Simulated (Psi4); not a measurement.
**SiH2SF2 (SMILES F[SiH](F)S): B2PLYP/def2-SVPD**

What is the energy change on altering one bond length of SiH2SF2 at B2PLYP/def2-SVPD? 

Program for the calculation: Psi4 1.11.

1 further run of the same task is left out (set aside as unsound or not needed).

## (1) The molecule

The species is SiH2SF2 (6 atoms), meant as a singlet with charge 0. SMILES: `F[SiH](F)S`. Geometry: relaxed at PBE0-D4/def2-TZVP. This is one conformer, not always the lowest.

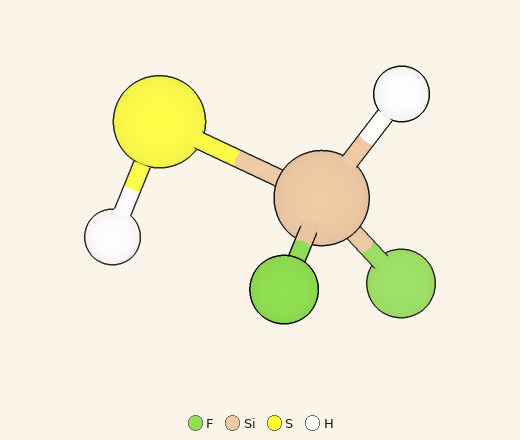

Viewed from a chosen angle; fluorine green, silicon light orange, sulfur yellow, hydrogen white.

## (2) The energy at B2PLYP/def2-SVPD

The input, input.json:

```json
{
 "schema_name": "qcschema_input",
 "schema_version": 1,
 "molecule": {
  "schema_name": "qcschema_molecule",
  "schema_version": 2,
  "symbols": ["F", "Si", "F", "S", "H", "H"],
  "geometry": [-0.73718216, -2.84158117, 1.3296113, 0.78102381, -0.5837364, 0.07766774, 0.92880039, -1.25326637, -2.83780172, -1.04898697, 2.89619426, 0.67236456, 3.34311449, -0.4712977, 1.14479609, -3.18702311, 2.13293388, -0.47375434],
  "molecular_charge": 0,
  "molecular_multiplicity": 1,
  "fix_symmetry": "c1"
 },
 "driver": "energy",
 "model": {
  "method": "b2plyp",
  "basis": "def2-SVPD"
 },
 "keywords": {
  "puream": true,
  "e_convergence": 1e-09,
  "d_convergence": 1e-08,
  "scf_type": "pk",
  "dft_radial_points": 99,
  "dft_spherical_points": 590,
  "num_frozen_docc": 12
 }
}
```

Run with:

```
$ psi4 --qcschema input.json -n 1 --memory 1600MB
```

stdout:

```text
[...]
                   'protocols': {'error_correction': {'default_policy': True, 'policies': None},
                                 'native_files': 'none',
[...]
  Running in c1 symmetry.
[...]
  Nuclear repulsion =  231.421512740928620
[...]
  Multiplicity = 1
[...]
  Nalpha       = 25
  Nbeta        = 25
[...]
    Number of basis functions: 113
[...]
   @RKS iter   1:  -887.67089952159552   -3.47381e-01   4.46073e-03 DIIS/ADIIS
[...]
   @RKS iter  10:  -887.76378413168095   -2.56932e-11   7.04993e-09 DIIS
[...]
    Orbital Energies [Eh]
    ---------------------
    Doubly Occupied:
       1A    -90.163812     2A    -67.347351     3A    -25.382174
       4A    -25.382142     5A     -8.391328     6A     -6.242875
       7A     -6.240840     8A     -6.237079     9A     -5.744191
      10A     -4.003976    11A     -4.002879    12A     -4.000846
      13A     -1.373963    14A     -1.352090    15A     -0.866481
      16A     -0.679282    17A     -0.609838    18A     -0.592970
      19A     -0.579365    20A     -0.549913    21A     -0.533698
      22A     -0.523792    23A     -0.460759    24A     -0.409998
      25A     -0.345404
[...]
  @RKS Final Energy:  -887.76378413168095
   => Energetics <=
    Nuclear Repulsion Energy =            231.4215127409286197
    One-Electron Energy =               -1690.9885697381073442
    Two-Electron Energy =                 604.4413571096444002
    DFT Exchange-Correlation Energy =     -32.6380842441465973
    Empirical Dispersion Energy =           0.0000000000000000
    VV10 Nonlocal Energy =                  0.0000000000000000
    Total Energy =                       -887.7637841316809499
[...]
 Multipole Moments:
 ------------------------------------------------------------------------------------
     Multipole            Electronic (a.u.)      Nuclear  (a.u.)        Total (a.u.)
 ------------------------------------------------------------------------------------
 L = 1.  Multiply by 2.5417464519 to convert [e a0] to [Debye]
 Dipole X            :          0.0550950           -0.0223380            0.0327571
 Dipole Y            :         -2.5835542            2.9021525            0.3185984
 Dipole Z            :         -0.9624691            1.0969021            0.1344330
 Magnitude           :                                                    0.3473473
[...]
```

The result, in JSON:

```text
{
 "driver": "energy",
 "model": {
  "method": "b2plyp",
  "basis": "def2-SVPD"
 },
 "success": true,
 "return_result": -887.9697428130298,
 "properties": {
  "calcinfo_nbasis": 113,
  "calcinfo_nmo": 113,
  "calcinfo_nalpha": 25,
  "calcinfo_nbeta": 25,
  "calcinfo_natom": 6,
  "nuclear_repulsion_energy": 231.42151274092862,
  "return_energy": -887.9697428130298,
  "scf_one_electron_energy": -1690.9885697381073,
  "scf_two_electron_energy": 604.4413571096444,
  "scf_xc_energy": -32.6380842441466,
  "scf_dipole_moment": [0.032757080313589815, 0.31859836017421017, 0.13443296541784266],
  "scf_total_energy": -887.763784131681,
  "scf_iterations": 10
 }
}
```

Wall time 20 s (1 thread of Intel Xeon Platinum 8488C (Sapphire Rapids), shared host); peak memory 0.64 GiB.

## (3) The distorted shape at the same level

The input, run.py:

```python
import numpy as np
from ase.calculators.psi4 import Psi4
from ase import Atoms

a = Atoms(['F', 'Si', 'F', 'S', 'H', 'H'], positions=[
    [-0.099558, -2.056192, 0.609183],
    [0.703842, -0.861392, -0.053317],
    [0.782042, -1.215692, -1.596117],
    [-0.555100, 1.532600, 0.355800],
    [2.059642, -0.801892, 0.511383],
    [-1.686500, 1.128700, -0.250700],
])
calc = Psi4(atoms=a, method='b2plyp', basis='def2-SVPD', memory='1600MB', num_threads=1, charge=0, multiplicity=1, label='calc')
calc.psi4.set_options({'puream': True, 'e_convergence': 1e-09, 'd_convergence': 1e-08, 'scf_type': 'pk', 'dft_radial_points': 99, 'dft_spherical_points': 590, 'num_frozen_docc': 12})
a.calc = calc

print(f'energy: {a.get_potential_energy():.6f} eV')
```

Run with:

```
$ python run.py
```

calc.dat:

```text
[...]
  Running in c1 symmetry.
[...]
  Nuclear repulsion =  209.168879729927312
[...]
  Multiplicity = 1
[...]
  Nalpha       = 25
  Nbeta        = 25
[...]
    Number of basis functions: 113
[...]
   @RKS iter   1:  -887.58367344496912   -6.53700e-01   4.74003e-03 DIIS/ADIIS
[...]
   @RKS iter  11:  -887.70818322071750   -5.68434e-12   4.21704e-09 DIIS
[...]
    Orbital Energies [Eh]
    ---------------------
    Doubly Occupied:
       1A    -90.158143     2A    -67.388281     3A    -25.405017
       4A    -25.404981     5A     -8.379160     6A     -6.230794
       7A     -6.229438     8A     -6.224336     9A     -5.780202
      10A     -4.040119    11A     -4.038826    12A     -4.036771
      13A     -1.394511    14A     -1.372739    15A     -0.806736
      16A     -0.700942    17A     -0.628747    18A     -0.609725
      19A     -0.596783    20A     -0.567968    21A     -0.553114
      22A     -0.510400    23A     -0.454330    24A     -0.356489
      25A     -0.310743
[...]
  @RKS Final Energy:  -887.70818322071750
   => Energetics <=
    Nuclear Repulsion Energy =            209.1688797299273119
    One-Electron Energy =               -1646.0910278817239032
    Two-Electron Energy =                 581.7880068977747214
    DFT Exchange-Correlation Energy =     -32.5740419666956242
    Empirical Dispersion Energy =           0.0000000000000000
    VV10 Nonlocal Energy =                  0.0000000000000000
    Total Energy =                       -887.7081832207175012
[...]
 Multipole Moments:
 ------------------------------------------------------------------------------------
     Multipole            Electronic (a.u.)      Nuclear  (a.u.)        Total (a.u.)
 ------------------------------------------------------------------------------------
 L = 1.  Multiply by 2.5417464519 to convert [e a0] to [Debye]
 Dipole X            :          0.7228962           -0.2988881            0.4240081
 Dipole Y            :         -3.6913849            3.4280378           -0.2633471
 Dipole Z            :         -1.1177102            1.1867722            0.0690619
 Magnitude           :                                                    0.5038890
[...]
```

On the terminal:

```text
Memory set to   1.490 GiB by Python driver.
  Threads set to 1 by Python driver.

  Memory set to   1.490 GiB by Python driver.
  Threads set to 1 by Python driver.
energy: -24161.462605 eV
```

Run time: 18 s. Hardware: 1 thread of Intel Xeon Platinum 8488C (Sapphire Rapids), shared host; peak memory 0.64 GiB.

## (4) What came out

At B2PLYP/def2-SVPD, 12 core orbitals frozen:

| quantity | value |
| --- | --- |
| first shape: total energy | -887.96974 Eh |
| first shape: HOMO energy (SCF part's orbitals) | -9.40 eV |
| first shape: LUMO energy (SCF part's orbitals) | 0.73 eV |
| first shape: HOMO–LUMO gap (SCF part's orbitals) | 10.13 eV |
| distorted shape: total energy | -887.91738 Eh |
| distorted shape: HOMO energy (SCF part's orbitals) | -8.46 eV |
| distorted shape: LUMO energy (SCF part's orbitals) | -1.15 eV |
| distorted shape: HOMO–LUMO gap (SCF part's orbitals) | 7.31 eV |
| energy change with the Si2–S4 bond stretched from 2.104 to 2.736 Å | 1.425 eV |

With the Si2–S4 bond stretched from 2.104 to 2.736 Å the energy rises by 1.42 eV (137 kJ/mol). The first shape isn't relaxed at this level, so the change isn't measured from a minimum.
